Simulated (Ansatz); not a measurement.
**BFH2Si (SMILES F[BH-]=[SiH]) (charge −1, doublet): density, localisation and related maps**

```xyz
5

B     0.7016   -0.4497    0.7816
F     1.2342    0.5671    1.5919
Si    1.7293   -1.8906   -0.1780
H    -0.5327   -0.3449    0.7284
H     3.1463   -1.4346    0.3114
```

Geometry: BLYP-D3(BJ)/def2-SVPD.

The calculation used isolated molecule in a Gaussian basis; Kohn-Sham density functional theory, functional PBE0 in Ansatz 0.2.0.

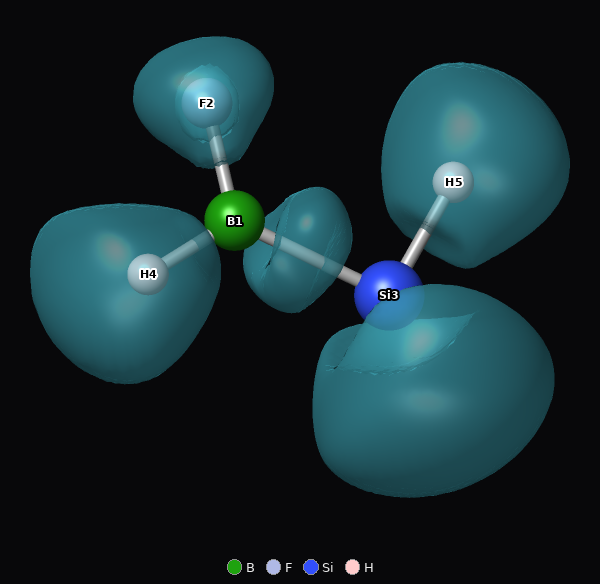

Figure 1. Isosurface of the electron localisation function at 0.75 (cyan), seen at a tilt. Only the valence region is drawn (cores and ρ < 0.01 e/Å³ removed).

**What do the ELF domains correspond to?**

The ELF exceeds this value in one region between bonded B–Si atoms (shared pairs), two regions around hydrogen nuclei, one region on F in which the atom's valence shell and bonds are merged and one lobe on Si, pointing away from the bonds (non-bonding electrons). Profiles from the grid: B–F (1.40 Å): the ELF peaks at about 0.85 between the atoms, as expected for a shared but strongly polarised pair. Si–B (2.01 Å): the ELF peaks at about 1 between the atoms: a shared electron pair.

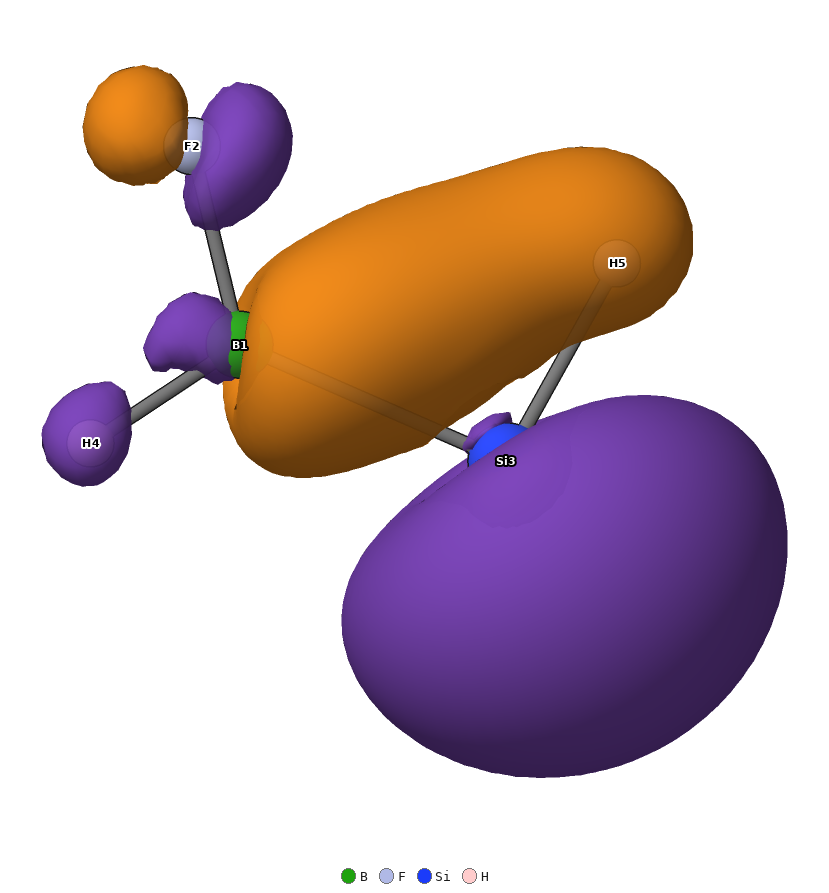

Figure 2. The HOMO (β) at ±0.1 Å⁻³ᐟ² (orange and purple are the two phases), seen at a tilt.

**What is the character of this orbital?**

By Hirshfeld shares it lies mainly on Si3 (about 75 %) and B1 (about 15 %); it is symmetric in the molecular plane (an in-plane orbital: σ, lone-pair or in-plane π type). Its energy is −0.54 eV.

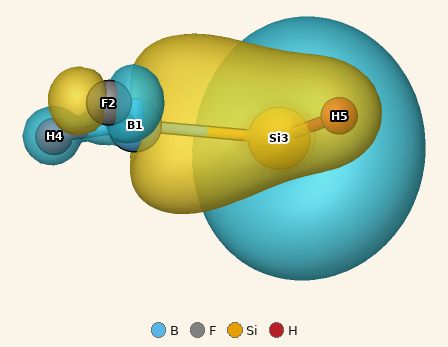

Figure 3. The HOMO−1 (α) at ±0.1 Å⁻³ᐟ² (yellow and cyan are the two phases), seen from one side.

**Where does this orbital lie, and at what energy?**

It lies mainly on Si3 (about 75 %), B1 (about 15 %) and H5 (about 5 %); it is symmetric in the molecular plane (an in-plane orbital: σ, lone-pair or in-plane π type). Its energy is −0.77 eV.
